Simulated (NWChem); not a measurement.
**CH5B (BH2Me) at LRC-wPBEh/6-31G(d,p) (density fitting, Cartesian functions)**

Aim: the energy difference between two shapes of CH5B (BH2Me) at LRC-wPBEh/6-31G** (density fitting, Cartesian functions), from 2 runs. 

Program for the calculation: NWChem 7.3.0.

2 further runs of the same task are left out: 2 set aside as unsound or not needed.

## 1. The system as given

CH5B: 7 atoms, total charge 0, spin state singlet. SMILES: `[H]B([H])C`. Geometry: relaxed at GFN2-xTB.

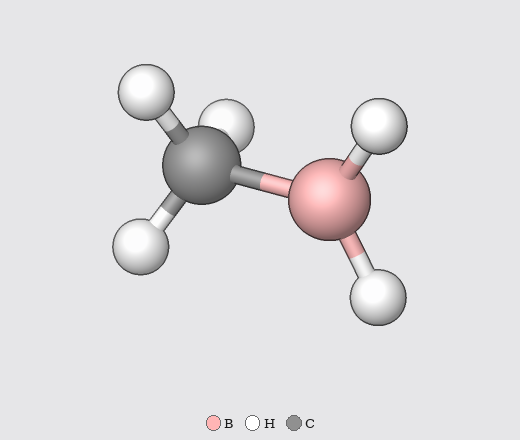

Viewed from a chosen angle; boron pink, hydrogen white, carbon grey.

## 2. Energy and one-electron properties at LRC-wPBEh/6-31G(d,p) (density fitting, Cartesian functions)

mymol.nw

```
start mymol
memory stack 880 mb heap 220 mb global 1100 mb

geometry noautoz
  B        0.444840       0.781100       0.006260
  H        1.614940       0.782320       0.008990
  H       -0.129680       1.798100      -0.061390
  C       -0.337160      -0.573970       0.039720
  H       -0.405600      -0.929380      -0.991140
  H       -1.358290      -0.496260       0.405500
  H        0.170950      -1.361910       0.592050
end

basis cartesian
  B library 6-31G**
  H library 6-31G**
  C library 6-31G**
end

basis "cd basis" spherical
  B library "dgauss a2 dft coulomb fitting"
  H library "dgauss a2 dft coulomb fitting"
  C library "dgauss a2 dft coulomb fitting"
end

dft
  xc xwpbe 0.80 cpbe96 1.0 hfexch 1.00
  cam 0.2 cam_alpha 0.20 cam_beta 0.80
  grid fine
  convergence energy 1e-05
  direct
  noprint "final vectors analysis"
end

property
  efield
  octupole
end

task dft property
```

On the command line:

```sh
$ nwchem mymol.nw > mymol.out
```

Log, shortened:

```text
[...]
          Wavefunction type:  closed shell.
          No. of atoms     :     7
          No. of electrons :    16
[...]
          Charge           :     0
          Spin multiplicity:     1
[...]
          AO basis - number of functions:    55
[...]
              XC Information
              --------------
                     Hartree-Fock (Exact) Exchange  1.000
                     LC-wPBE(h)Exchange Functional  0.800
            Perdew 1991 LDA Correlation Functional  1.000 local
           PerdewBurkeErnz. Correlation Functional  1.000 non-local
[...]
 d= 0,ls=0.0,diis     1    -65.8455085098 -9.78D+01  5.71D-03  1.81D-01     0.8
[...]
 d= 0,ls=0.0,diis     7    -65.8667746805 -2.62D-08  2.93D-06  2.83D-09     4.5
         Total DFT energy =      -65.866774680454
      One electron energy =     -150.041335240343
           Coulomb energy =       63.513023072619
    Exchange-Corr. energy =      -11.269477419993
 Nuclear repulsion energy =       31.931014907264
[...]
```

It took 5.1 s on 1 thread of Intel Xeon 6975P-C (Granite Rapids), shared host; peak memory 0.11 GiB.

## 3. The distorted shape

geom.nw

```
start geom
title "CH5B"
memory 2200 mb
geometry noautoz
  B        0.445492       0.771488      -0.038439
  H        1.573769       0.733592      -0.017063
  H       -0.156575       1.770315      -0.103142
  C       -0.366190      -0.602171      -0.015342
  H       -0.405398      -0.855825      -0.955508
  H       -1.355202      -0.510644       0.334136
  H        0.247368      -1.335854       0.627914
end
basis "ao basis" cartesian
  * library 6-31G**
end
basis "cd basis" spherical
  * library "dgauss a2 dft coulomb fitting"
end
dft
  xc xwpbe 0.80 cpbe96 1.0 hfexch 1.00
  cam 0.2 cam_alpha 0.20 cam_beta 0.80
  grid fine
  convergence energy 1e-05
  direct
end
property
  efield
  octupole
end
task dft property
```

On the command line:

```sh
$ nwchem geom.nw > geom.out
```

Log, shortened:

```text
[...]
          Wavefunction type:  closed shell.
          No. of atoms     :     7
          No. of electrons :    16
[...]
          Charge           :     0
          Spin multiplicity:     1
[...]
          AO basis - number of functions:    55
[...]
              XC Information
              --------------
                     Hartree-Fock (Exact) Exchange  1.000
                     LC-wPBE(h)Exchange Functional  0.800
            Perdew 1991 LDA Correlation Functional  1.000 local
           PerdewBurkeErnz. Correlation Functional  1.000 non-local
[...]
 d= 0,ls=0.0,diis     1    -65.8235936025 -9.81D+01  6.03D-03  1.95D-01     0.8
[...]
 d= 0,ls=0.0,diis     7    -65.8463006817 -2.57D-08  2.57D-06  2.63D-09     4.7
         Total DFT energy =      -65.846300681669
      One electron energy =     -150.559821531761
           Coulomb energy =       63.797644230379
    Exchange-Corr. energy =      -11.310614091057
 Nuclear repulsion energy =       32.226490710769
[...]
```

Wall time 5.4 s (1 thread of Intel Xeon 6975P-C (Granite Rapids), shared host); peak memory 0.11 GiB.

## 4. What came out

At LRC-wPBEh/6-31G** (density fitting, Cartesian functions):

| quantity | value |
| --- | --- |
| first shape: total energy | -65.86677 Eh |
| first shape: dipole moment | 0.63 D |
| distorted shape: total energy | -65.84630 Eh |
| distorted shape: dipole moment | 0.40 D |
| distorted shape: HOMO energy | -10.66 eV |
| distorted shape: LUMO energy | 0.85 eV |
| distorted shape: HOMO–LUMO gap | 11.51 eV |
| energy change with the atoms displaced | 0.557 eV |

With the atoms displaced the energy rises by 0.56 eV (12.8 kcal/mol). The first shape isn't relaxed at this level, so the change isn't measured from a minimum.
